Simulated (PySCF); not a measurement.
```yaml
atoms:
  - { symbol: C, position_ang: [-0.8157, -0.0388, -0.0304] }
  - { symbol: C, position_ang: [0.6013, 0.4292, -0.0780] }
  - { symbol: N, position_ang: [1.6488, -0.2467, 0.1240] }
  - { symbol: H, position_ang: [-0.8804, -1.1016, 0.2107] }
  - { symbol: H, position_ang: [-1.3778, 0.5300, 0.7165] }
  - { symbol: H, position_ang: [-1.3053, 0.1378, -0.9928] }
  - { symbol: H, position_ang: [0.7395, 1.4889, -0.3181] }
  - { symbol: H, position_ang: [1.4125, -1.2184, 0.3378] }
```

Geometry: PBE0-D3(BJ)/def2-TZVP.

All numbers below come from PBE0/aug-cc-pVTZ, SCF density, gas phase in PySCF.

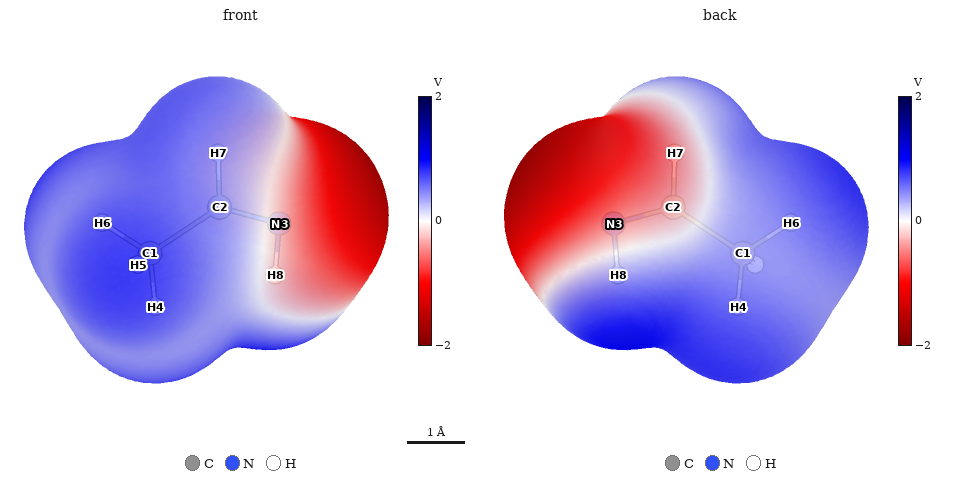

C2H5N (ethanimine). The electrostatic potential painted on the density surface at 0.001 e/bohr³, seen from the front and from behind; the colour scale runs from red (negative) to blue (positive).

### Which sites attract a positive test charge, and which a negative one?

A positive charge is drawn to the negative regions and a negative charge to the positive ones. The most negative region (about −1.7 V, or −39 kcal/mol for a unit charge) lies over N3, the most positive (about +1.0 V, or +23 kcal/mol for a unit charge) over H8. N3 is the likeliest acceptor of a hydrogen bond.
